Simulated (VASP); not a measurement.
Given:

```yaml
crystal:
  lattice:
    - [3.91594, -2.17184, -0.02396]
    - [3.91594, 2.17184, -0.02396]
    - [2.73325, 0.00000, 3.54703]
  atoms:
    - { symbol: Sb, position: [0.23560, 0.23560, 0.23560] }
    - { symbol: Sb, position: [0.76440, 0.76440, 0.76440] }
```

These are vdW-DF-cx, VASP's PBE PAW potentials (set 64) (plane waves; VASP 6.6.1) values and carry that method's errors. Settings: 520 eV cut-off, 8×8×8 Γ-centred mesh, tetrahedra with Blöchl corrections, potentials Sb.

Unless said otherwise, spin-orbit coupling is left out, though it shifts the bands of the heavy elements here.

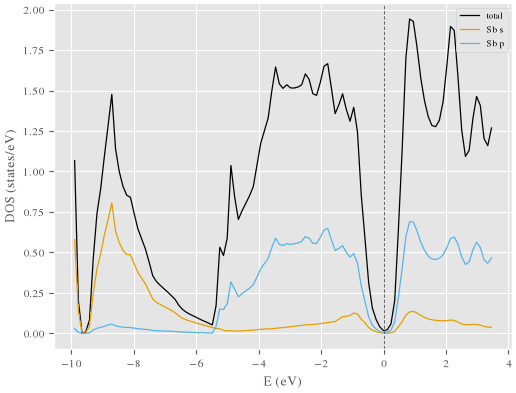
*Total and projected density of states, zero at the Fermi level*

Within 2 eV below the Fermi level the largest weight inside VASP's projection spheres is Sb p.

It has no gap at this level: it comes out as a metal or semimetal.

The compound is Sb in the a7 structure. It was relaxed first.
